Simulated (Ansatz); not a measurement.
CdS (wurtzite), map of one atom of the cell

CdS (wurtzite)

```yaml
crystal:
  lattice:
    - [4.19618, 0.00000, 0.00000]
    - [-2.09809, 3.63400, 0.00000]
    - [0.00000, 0.00000, 6.82953]
  atoms:
    - { symbol: Cd, position: [0.33333, 0.66667, 0.99917] }
    - { symbol: Cd, position: [0.66667, 0.33333, 0.49917] }
    - { symbol: S, position: [0.33333, 0.66667, 0.37563] }
    - { symbol: S, position: [0.66667, 0.33333, 0.87563] }
```

Two-dimensional scan of atom 1 (Cd, nearest neighbour S at 2.565 Å; its periodic images, 4.2 Å or more away, move with it): u runs along (1.000, 0.000, 0.000), v along (0.000, 1.000, 0.000) (Cartesian). Cell and other atoms are fixed.

All values below come from PBE (plane waves to 420 eV, PAW, scalar-relativistic; Ansatz, a program for electronic structure). k mesh 7×7×4 (Γ-centred), Fermi-Dirac smearing 0.05 eV. Energies are smeared free energies. Points where atoms come too close for the PAW data are left out (x in tables, blank in figures). Fu and Fv are the components of the force on the atom. CdS was relaxed with its symmetry unable to fall. The zero of ΔE is the undisplaced structure. Axes are in Å.

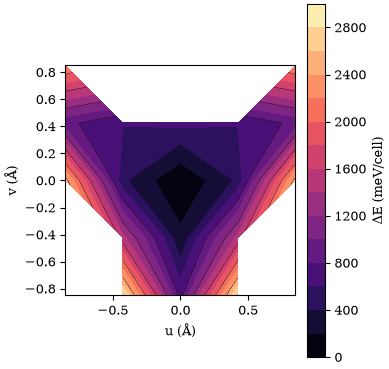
ΔE (meV/cell) over the 5×5 grid of computed points.

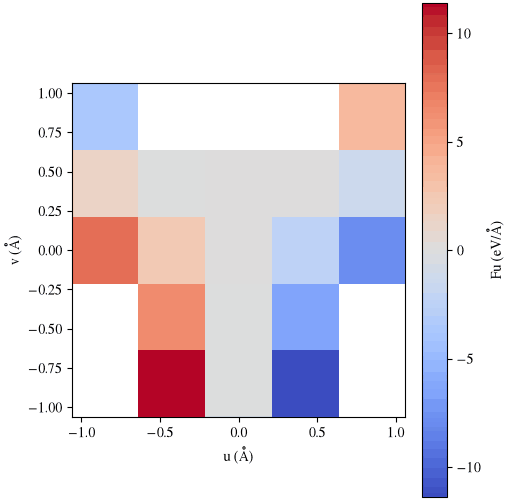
Figure: Fu (eV/Å) over the 5×5 grid of computed points.

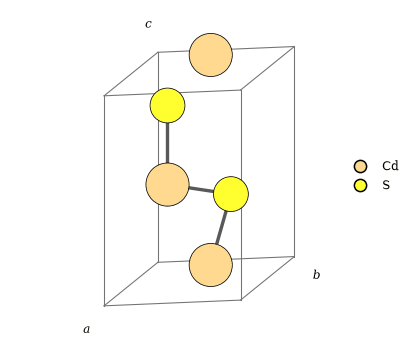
The cell of the calculation at u = -0.425 Å, v = -0.850 Å.

Lowest place on the grid: u = 0.000 Å, v = 0.000 Å (0 meV/cell).

(For displaced atoms, the force is minus the slope of the energy, and its curvature is a force constant, which sets phonon frequencies.)
